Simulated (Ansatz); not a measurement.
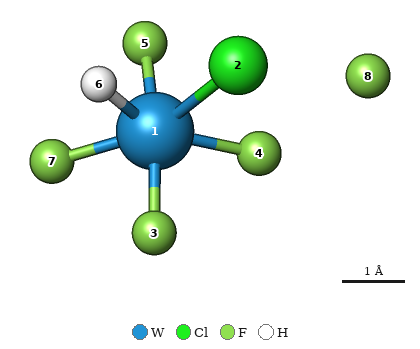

Figure 1. The input geometry (ball-and-stick view, seen at a tilt; atoms are numbered from 1 in the order of the input). Sticks mark near contacts.

WHClF$_{5}$: molecular dynamics (part 1 of 3)

The run: molecular dynamics of WHClF$_{5}$, multiplicity 2. Method and program: UKS PBE/def2-SVP (Ansatz 0.2.0).

It belongs to a series of runs on one base structure; here: dynamics from the highest image of the converged band. Figures and captions count atoms from 1; the log counts them from 0 in places.

## What the program printed
```
Engine: ansatz 0.2.0, x86_64-unknown-linux-gnu
Functional definition: PBE
  parameter kappa = 0.804
  parameter beta = 0.06672455060314922
  exchange = pbe_x(kappa = kappa, mu = beta*pi^2/3)
  correlation = pbe_c(beta = beta)
1300 factors; their error is unknown
mean field evaluation 1: about -27906.6076 eV, gradient 6.0e1 eV
mean field evaluation 2: about -27439.8350 eV, gradient 2.3e2 eV
mean field evaluation 4: about -27919.5744 eV, gradient 1.3e1 eV
mean field evaluation 8: about -27920.5948 eV, gradient 3.5e0 eV
mean field evaluation 16: about -27920.5754 eV, gradient 8.3e-2 eV
mean field evaluation 32: about -27917.5452 eV, gradient 1.7e1 eV
mean field evaluation 64: about -27898.5970 eV, gradient 4.4e1 eV
mean field -27920.57543471 eV, -1026.0622219798 hartree, gradient 1.2e-5 eV, S^2 0.754579; 6 other end points of the search recorded, 0 dependent functions left out
the calculation of the forces begins
reference -27920.57550356 eV, -1026.0622245099 hartree; 39, 38 occupied and 86, 87 virtual orbitals, 1300 factors
md step     0: t =     0.00 fs  T =   300.0 K  F+E_penalty+E_count = -27920.57543471 eV  E_kin = 0.232668 eV  conserved = -27920.34276671 eV  (234 SCF iters)
these checks for a lower state are left out or cut short: starts, cluster_reference, orbital_swaps, neighbouring_geometries, increment
1300 factors; their error is unknown
mean field evaluation 96: about -27920.6573 eV, gradient 2.6e0 eV
mean field -27920.57487792 eV, -1026.0622015181 hartree, gradient 1.6e-5 eV, S^2 0.754501; 0 other end points of the search recorded, 0 dependent functions left out
the calculation of the forces begins
reference -27920.57494675 eV, -1026.0622040476 hartree; 39, 38 occupied and 86, 87 virtual orbitals, 1300 factors
md step     1: t =     0.50 fs  T =   299.3 K  F+E_penalty+E_count = -27920.57487792 eV  E_kin = 0.232112 eV  conserved = -27920.34276600 eV  (39 SCF iters)
[... from here on the SCF iterations and repeated set-up lines of each step are left out, up to the last step ...]
md step     2: t =     1.00 fs  T =   297.3 K  F+E_penalty+E_count = -27920.57336709 eV  E_kin = 0.230605 eV  conserved = -27920.34276170 eV  (39 SCF iters)
md step     3: t =     1.50 fs  T =   294.3 K  F+E_penalty+E_count = -27920.57097293 eV  E_kin = 0.228218 eV  conserved = -27920.34275447 eV  (38 SCF iters)
md step     4: t =     2.00 fs  T =   290.2 K  F+E_penalty+E_count = -27920.56781360 eV  E_kin = 0.225069 eV  conserved = -27920.34274487 eV  (38 SCF iters)
md step     5: t =     2.50 fs  T =   285.4 K  F+E_penalty+E_count = -27920.56404248 eV  E_kin = 0.221308 eV  conserved = -27920.34273438 eV  (38 SCF iters)
md step     6: t =     3.00 fs  T =   279.9 K  F+E_penalty+E_count = -27920.55982842 eV  E_kin = 0.217104 eV  conserved = -27920.34272412 eV  (39 SCF iters)
md step     7: t =     3.50 fs  T =   274.2 K  F+E_penalty+E_count = -27920.55533578 eV  E_kin = 0.212620 eV  conserved = -27920.34271543 eV  (38 SCF iters)
md step     8: t =     4.00 fs  T =   268.2 K  F+E_penalty+E_count = -27920.55070436 eV  E_kin = 0.207995 eV  conserved = -27920.34270921 eV  (39 SCF iters)
md step     9: t =     4.50 fs  T =   262.2 K  F+E_penalty+E_count = -27920.54603493 eV  E_kin = 0.203329 eV  conserved = -27920.34270591 eV  (39 SCF iters)
md step    10: t =     5.00 fs  T =   256.2 K  F+E_penalty+E_count = -27920.54138197 eV  E_kin = 0.198677 eV  conserved = -27920.34270541 eV  (39 SCF iters)
md step    11: t =     5.50 fs  T =   250.2 K  F+E_penalty+E_count = -27920.53675550 eV  E_kin = 0.194048 eV  conserved = -27920.34270712 eV  (39 SCF iters)
md step    12: t =     6.00 fs  T =   244.2 K  F+E_penalty+E_count = -27920.53213079 eV  E_kin = 0.189421 eV  conserved = -27920.34270994 eV  (39 SCF iters)
md step    13: t =     6.50 fs  T =   238.2 K  F+E_penalty+E_count = -27920.52746479 eV  E_kin = 0.184752 eV  conserved = -27920.34271296 eV  (38 SCF iters)
md step    14: t =     7.00 fs  T =   232.1 K  F+E_penalty+E_count = -27920.52271357 eV  E_kin = 0.179999 eV  conserved = -27920.34271457 eV  (38 SCF iters)
md step    15: t =     7.50 fs  T =   225.8 K  F+E_penalty+E_count = -27920.51785151 eV  E_kin = 0.175137 eV  conserved = -27920.34271422 eV  (39 SCF iters)
md step    16: t =     8.00 fs  T =   219.4 K  F+E_penalty+E_count = -27920.51288378 eV  E_kin = 0.170172 eV  conserved = -27920.34271142 eV  (39 SCF iters)
md step    17: t =     8.50 fs  T =   212.9 K  F+E_penalty+E_count = -27920.50785412 eV  E_kin = 0.165148 eV  conserved = -27920.34270611 eV  (39 SCF iters)
md step    18: t =     9.00 fs  T =   206.5 K  F+E_penalty+E_count = -27920.50284576 eV  E_kin = 0.160147 eV  conserved = -27920.34269867 eV  (38 SCF iters)
md step    19: t =     9.50 fs  T =   200.2 K  F+E_penalty+E_count = -27920.49797567 eV  E_kin = 0.155286 eV  conserved = -27920.34268979 eV  (38 SCF iters)
md step    20: t =    10.00 fs  T =   194.3 K  F+E_penalty+E_count = -27920.49338409 eV  E_kin = 0.150704 eV  conserved = -27920.34268034 eV  (39 SCF iters)
md step    21: t =    10.50 fs  T =   189.0 K  F+E_penalty+E_count = -27920.48922070 eV  E_kin = 0.146549 eV  conserved = -27920.34267126 eV  (39 SCF iters)
md step    22: t =    11.00 fs  T =   184.3 K  F+E_penalty+E_count = -27920.48562968 eV  E_kin = 0.142966 eV  conserved = -27920.34266345 eV  (39 SCF iters)
md step    23: t =    11.50 fs  T =   180.6 K  F+E_penalty+E_count = -27920.48273517 eV  E_kin = 0.140077 eV  conserved = -27920.34265771 eV  (40 SCF iters)
md step    24: t =    12.00 fs  T =   177.9 K  F+E_penalty+E_count = -27920.48062880 eV  E_kin = 0.137974 eV  conserved = -27920.34265460 eV  (40 SCF iters)
md step    25: t =    12.50 fs  T =   176.3 K  F+E_penalty+E_count = -27920.47936025 eV  E_kin = 0.136706 eV  conserved = -27920.34265448 eV  (40 SCF iters)
md step    26: t =    13.00 fs  T =   175.7 K  F+E_penalty+E_count = -27920.47893173 eV  E_kin = 0.136274 eV  conserved = -27920.34265741 eV  (40 SCF iters)
md step    27: t =    13.50 fs  T =   176.2 K  F+E_penalty+E_count = -27920.47929669 eV  E_kin = 0.136633 eV  conserved = -27920.34266320 eV  (40 SCF iters)
md step    28: t =    14.00 fs  T =   177.5 K  F+E_penalty+E_count = -27920.48036296 eV  E_kin = 0.137692 eV  conserved = -27920.34267140 eV  (41 SCF iters)
md step    29: t =    14.50 fs  T =   179.6 K  F+E_penalty+E_count = -27920.48200014 eV  E_kin = 0.139319 eV  conserved = -27920.34268128 eV  (41 SCF iters)
md step    30: t =    15.00 fs  T =   182.3 K  F+E_penalty+E_count = -27920.48405091 eV  E_kin = 0.141359 eV  conserved = -27920.34269199 eV  (42 SCF iters)
md step    31: t =    15.50 fs  T =   185.2 K  F+E_penalty+E_count = -27920.48634510 eV  E_kin = 0.143643 eV  conserved = -27920.34270252 eV  (39 SCF iters)
md step    32: t =    16.00 fs  T =   188.3 K  F+E_penalty+E_count = -27920.48871569 eV  E_kin = 0.146004 eV  conserved = -27920.34271180 eV  (37 SCF iters)
md step    33: t =    16.50 fs  T =   191.2 K  F+E_penalty+E_count = -27920.49101494 eV  E_kin = 0.148296 eV  conserved = -27920.34271896 eV  (38 SCF iters)
md step    34: t =    17.00 fs  T =   193.9 K  F+E_penalty+E_count = -27920.49312862 eV  E_kin = 0.150405 eV  conserved = -27920.34272346 eV  (39 SCF iters)
md step    35: t =    17.50 fs  T =   196.3 K  F+E_penalty+E_count = -27920.49498577 eV  E_kin = 0.152261 eV  conserved = -27920.34272487 eV  (39 SCF iters)
md step    36: t =    18.00 fs  T =   198.4 K  F+E_penalty+E_count = -27920.49656325 eV  E_kin = 0.153840 eV  conserved = -27920.34272323 eV  (39 SCF iters)
md step    37: t =    18.50 fs  T =   200.1 K  F+E_penalty+E_count = -27920.49788338 eV  E_kin = 0.155164 eV  conserved = -27920.34271953 eV  (39 SCF iters)
md step    38: t =    19.00 fs  T =   201.5 K  F+E_penalty+E_count = -27920.49900254 eV  E_kin = 0.156288 eV  conserved = -27920.34271465 eV  (40 SCF iters)
md step    39: t =    19.50 fs  T =   202.8 K  F+E_penalty+E_count = -27920.49999541 eV  E_kin = 0.157286 eV  conserved = -27920.34270986 eV  (42 SCF iters)
md step    40: t =    20.00 fs  T =   204.0 K  F+E_penalty+E_count = -27920.50093469 eV  E_kin = 0.158228 eV  conserved = -27920.34270647 eV  (41 SCF iters)
md step    41: t =    20.50 fs  T =   205.2 K  F+E_penalty+E_count = -27920.50187104 eV  E_kin = 0.159166 eV  conserved = -27920.34270550 eV  (42 SCF iters)
md step    42: t =    21.00 fs  T =   206.4 K  F+E_penalty+E_count = -27920.50281719 eV  E_kin = 0.160110 eV  conserved = -27920.34270755 eV  (42 SCF iters)
md step    43: t =    21.50 fs  T =   207.6 K  F+E_penalty+E_count = -27920.50373918 eV  E_kin = 0.161027 eV  conserved = -27920.34271250 eV  (41 SCF iters)
md step    44: t =    22.00 fs  T =   208.7 K  F+E_penalty+E_count = -27920.50455747 eV  E_kin = 0.161838 eV  conserved = -27920.34271973 eV  (42 SCF iters)
md step    45: t =    22.50 fs  T =   209.4 K  F+E_penalty+E_count = -27920.50515692 eV  E_kin = 0.162429 eV  conserved = -27920.34272813 eV  (42 SCF iters)
md step    46: t =    23.00 fs  T =   209.7 K  F+E_penalty+E_count = -27920.50540410 eV  E_kin = 0.162668 eV  conserved = -27920.34273625 eV  (41 SCF iters)
md step    47: t =    23.50 fs  T =   209.4 K  F+E_penalty+E_count = -27920.50516890 eV  E_kin = 0.162426 eV  conserved = -27920.34274298 eV  (41 SCF iters)
md step    48: t =    24.00 fs  T =   208.4 K  F+E_penalty+E_count = -27920.50434478 eV  E_kin = 0.161598 eV  conserved = -27920.34274715 eV  (42 SCF iters)
md step    49: t =    24.50 fs  T =   206.5 K  F+E_penalty+E_count = -27920.50286615 eV  E_kin = 0.160118 eV  conserved = -27920.34274823 eV  (42 SCF iters)
md step    50: t =    25.00 fs  T =   203.7 K  F+E_penalty+E_count = -27920.50071818 eV  E_kin = 0.157972 eV  conserved = -27920.34274573 eV  (41 SCF iters)
md step    51: t =    25.50 fs  T =   200.1 K  F+E_penalty+E_count = -27920.49794051 eV  E_kin = 0.155200 eV  conserved = -27920.34274011 eV  (42 SCF iters)
md step    52: t =    26.00 fs  T =   195.8 K  F+E_penalty+E_count = -27920.49462203 eV  E_kin = 0.151890 eV  conserved = -27920.34273211 eV  (42 SCF iters)
md step    53: t =    26.50 fs  T =   191.0 K  F+E_penalty+E_count = -27920.49089029 eV  E_kin = 0.148168 eV  conserved = -27920.34272252 eV  (42 SCF iters)
md step    54: t =    27.00 fs  T =   185.9 K  F+E_penalty+E_count = -27920.48689745 eV  E_kin = 0.144185 eV  conserved = -27920.34271260 eV  (42 SCF iters)
md step    55: t =    27.50 fs  T =   180.6 K  F+E_penalty+E_count = -27920.48280317 eV  E_kin = 0.140100 eV  conserved = -27920.34270313 eV  (42 SCF iters)
md step    56: t =    28.00 fs  T =   175.4 K  F+E_penalty+E_count = -27920.47875922 eV  E_kin = 0.136064 eV  conserved = -27920.34269503 eV  (42 SCF iters)
md step    57: t =    28.50 fs  T =   170.5 K  F+E_penalty+E_count = -27920.47489505 eV  E_kin = 0.132206 eV  conserved = -27920.34268903 eV  (41 SCF iters)
md step    58: t =    29.00 fs  T =   165.8 K  F+E_penalty+E_count = -27920.47130694 eV  E_kin = 0.128621 eV  conserved = -27920.34268570 eV  (43 SCF iters)
md step    59: t =    29.50 fs  T =   161.6 K  F+E_penalty+E_count = -27920.46805051 eV  E_kin = 0.125366 eV  conserved = -27920.34268484 eV  (43 SCF iters)
md step    60: t =    30.00 fs  T =   157.9 K  F+E_penalty+E_count = -27920.46513929 eV  E_kin = 0.122453 eV  conserved = -27920.34268645 eV  (43 SCF iters)
md step    61: t =    30.50 fs  T =   154.5 K  F+E_penalty+E_count = -27920.46254650 eV  E_kin = 0.119856 eV  conserved = -27920.34269019 eV  (42 SCF iters)
md step    62: t =    31.00 fs  T =   151.5 K  F+E_penalty+E_count = -27920.46021185 eV  E_kin = 0.117517 eV  conserved = -27920.34269533 eV  (42 SCF iters)
md step    63: t =    31.50 fs  T =   148.7 K  F+E_penalty+E_count = -27920.45805241 eV  E_kin = 0.115351 eV  conserved = -27920.34270104 eV  (42 SCF iters)
md step    64: t =    32.00 fs  T =   146.0 K  F+E_penalty+E_count = -27920.45597650 eV  E_kin = 0.113270 eV  conserved = -27920.34270638 eV  (42 SCF iters)
md step    65: t =    32.50 fs  T =   143.4 K  F+E_penalty+E_count = -27920.45389903 eV  E_kin = 0.111189 eV  conserved = -27920.34271029 eV  (42 SCF iters)
md step    66: t =    33.00 fs  T =   140.6 K  F+E_penalty+E_count = -27920.45175726 eV  E_kin = 0.109045 eV  conserved = -27920.34271196 eV  (42 SCF iters)
md step    67: t =    33.50 fs  T =   137.7 K  F+E_penalty+E_count = -27920.44952376 eV  E_kin = 0.106813 eV  conserved = -27920.34271067 eV  (41 SCF iters)
md step    68: t =    34.00 fs  T =   134.8 K  F+E_penalty+E_count = -27920.44721606 eV  E_kin = 0.104509 eV  conserved = -27920.34270658 eV  (42 SCF iters)
md step    69: t =    34.50 fs  T =   131.8 K  F+E_penalty+E_count = -27920.44489819 eV  E_kin = 0.102198 eV  conserved = -27920.34269979 eV  (42 SCF iters)
md step    70: t =    35.00 fs  T =   128.9 K  F+E_penalty+E_count = -27920.44267660 eV  E_kin = 0.099985 eV  conserved = -27920.34269114 eV  (41 SCF iters)
md step    71: t =    35.50 fs  T =   126.4 K  F+E_penalty+E_count = -27920.44068733 eV  E_kin = 0.098006 eV  conserved = -27920.34268179 eV  (41 SCF iters)
md step    72: t =    36.00 fs  T =   124.3 K  F+E_penalty+E_count = -27920.43907755 eV  E_kin = 0.096404 eV  conserved = -27920.34267312 eV  (41 SCF iters)
md step    73: t =    36.50 fs  T =   122.9 K  F+E_penalty+E_count = -27920.43798376 eV  E_kin = 0.095317 eV  conserved = -27920.34266649 eV  (41 SCF iters)
md step    74: t =    37.00 fs  T =   122.3 K  F+E_penalty+E_count = -27920.43751073 eV  E_kin = 0.094848 eV  conserved = -27920.34266293 eV  (42 SCF iters)
md step    75: t =    37.50 fs  T =   122.6 K  F+E_penalty+E_count = -27920.43771530 eV  E_kin = 0.095052 eV  conserved = -27920.34266309 eV  (42 SCF iters)
md step    76: t =    38.00 fs  T =   123.7 K  F+E_penalty+E_count = -27920.43859767 eV  E_kin = 0.095931 eV  conserved = -27920.34266662 eV  (42 SCF iters)
md step    77: t =    38.50 fs  T =   125.6 K  F+E_penalty+E_count = -27920.44010367 eV  E_kin = 0.097431 eV  conserved = -27920.34267294 eV  (41 SCF iters)
md step    78: t =    39.00 fs  T =   128.2 K  F+E_penalty+E_count = -27920.44213521 eV  E_kin = 0.099454 eV  conserved = -27920.34268088 eV  (41 SCF iters)
md step    79: t =    39.50 fs  T =   131.4 K  F+E_penalty+E_count = -27920.44456827 eV  E_kin = 0.101879 eV  conserved = -27920.34268909 eV  (41 SCF iters)
md step    80: t =    40.00 fs  T =   134.8 K  F+E_penalty+E_count = -27920.44727413 eV  E_kin = 0.104578 eV  conserved = -27920.34269628 eV  (41 SCF iters)
md step    81: t =    40.50 fs  T =   138.5 K  F+E_penalty+E_count = -27920.45013975 eV  E_kin = 0.107438 eV  conserved = -27920.34270141 eV  (41 SCF iters)
md step    82: t =    41.00 fs  T =   142.3 K  F+E_penalty+E_count = -27920.45308389 eV  E_kin = 0.110380 eV  conserved = -27920.34270389 eV  (41 SCF iters)
md step    83: t =    41.50 fs  T =   146.2 K  F+E_penalty+E_count = -27920.45606676 eV  E_kin = 0.113363 eV  conserved = -27920.34270379 eV  (40 SCF iters)
md step    84: t =    42.00 fs  T =   150.1 K  F+E_penalty+E_count = -27920.45909131 eV  E_kin = 0.116390 eV  conserved = -27920.34270106 eV  (41 SCF iters)
md step    85: t =    42.50 fs  T =   154.1 K  F+E_penalty+E_count = -27920.46219952 eV  E_kin = 0.119503 eV  conserved = -27920.34269664 eV  (41 SCF iters)
md step    86: t =    43.00 fs  T =   158.3 K  F+E_penalty+E_count = -27920.46546095 eV  E_kin = 0.122770 eV  conserved = -27920.34269131 eV  (41 SCF iters)
md step    87: t =    43.50 fs  T =   162.8 K  F+E_penalty+E_count = -27920.46895939 eV  E_kin = 0.126273 eV  conserved = -27920.34268590 eV  (42 SCF iters)
md step    88: t =    44.00 fs  T =   167.7 K  F+E_penalty+E_count = -27920.47277834 eV  E_kin = 0.130097 eV  conserved = -27920.34268164 eV  (41 SCF iters)
md step    89: t =    44.50 fs  T =   173.2 K  F+E_penalty+E_count = -27920.47698566 eV  E_kin = 0.134307 eV  conserved = -27920.34267907 eV  (42 SCF iters)
md step    90: t =    45.00 fs  T =   179.2 K  F+E_penalty+E_count = -27920.48162234 eV  E_kin = 0.138944 eV  conserved = -27920.34267870 eV  (42 SCF iters)
md step    91: t =    45.50 fs  T =   185.7 K  F+E_penalty+E_count = -27920.48669371 eV  E_kin = 0.144013 eV  conserved = -27920.34268092 eV  (43 SCF iters)
md step    92: t =    46.00 fs  T =   192.7 K  F+E_penalty+E_count = -27920.49216467 eV  E_kin = 0.149479 eV  conserved = -27920.34268569 eV  (40 SCF iters)
md step    93: t =    46.50 fs  T =   200.2 K  F+E_penalty+E_count = -27920.49795968 eV  E_kin = 0.155267 eV  conserved = -27920.34269265 eV  (41 SCF iters)
md step    94: t =    47.00 fs  T =   207.9 K  F+E_penalty+E_count = -27920.50396749 eV  E_kin = 0.161266 eV  conserved = -27920.34270143 eV  (41 SCF iters)
md step    95: t =    47.50 fs  T =   215.8 K  F+E_penalty+E_count = -27920.51004917 eV  E_kin = 0.167338 eV  conserved = -27920.34271112 eV  (41 SCF iters)
md step    96: t =    48.00 fs  T =   223.5 K  F+E_penalty+E_count = -27920.51605084 eV  E_kin = 0.173330 eV  conserved = -27920.34272095 eV  (41 SCF iters)
md step    97: t =    48.50 fs  T =   230.9 K  F+E_penalty+E_count = -27920.52181779 eV  E_kin = 0.179088 eV  conserved = -27920.34272987 eV  (42 SCF iters)
md step    98: t =    49.00 fs  T =   237.9 K  F+E_penalty+E_count = -27920.52721042 eV  E_kin = 0.184474 eV  conserved = -27920.34273690 eV  (42 SCF iters)
md step    99: t =    49.50 fs  T =   244.2 K  F+E_penalty+E_count = -27920.53211904 eV  E_kin = 0.189378 eV  conserved = -27920.34274120 eV  (42 SCF iters)
md step   100: t =    50.00 fs  T =   249.8 K  F+E_penalty+E_count = -27920.53647617 eV  E_kin = 0.193734 eV  conserved = -27920.34274253 eV  (42 SCF iters)
md step   101: t =    50.50 fs  T =   254.7 K  F+E_penalty+E_count = -27920.54026315 eV  E_kin = 0.197522 eV  conserved = -27920.34274086 eV  (42 SCF iters)
md step   102: t =    51.00 fs  T =   258.9 K  F+E_penalty+E_count = -27920.54351044 eV  E_kin = 0.200774 eV  conserved = -27920.34273634 eV  (42 SCF iters)
md step   103: t =    51.50 fs  T =   262.5 K  F+E_penalty+E_count = -27920.54629128 eV  E_kin = 0.203561 eV  conserved = -27920.34272999 eV  (42 SCF iters)
md step   104: t =    52.00 fs  T =   265.6 K  F+E_penalty+E_count = -27920.54870724 eV  E_kin = 0.205984 eV  conserved = -27920.34272301 eV  (39 SCF iters)
md step   105: t =    52.50 fs  T =   268.4 K  F+E_penalty+E_count = -27920.55086934 eV  E_kin = 0.208152 eV  conserved = -27920.34271685 eV  (41 SCF iters)
md step   106: t =    53.00 fs  T =   271.0 K  F+E_penalty+E_count = -27920.55287668 eV  E_kin = 0.210164 eV  conserved = -27920.34271249 eV  (41 SCF iters)
md step   107: t =    53.50 fs  T =   273.5 K  F+E_penalty+E_count = -27920.55479820 eV  E_kin = 0.212087 eV  conserved = -27920.34271093 eV  (41 SCF iters)
```
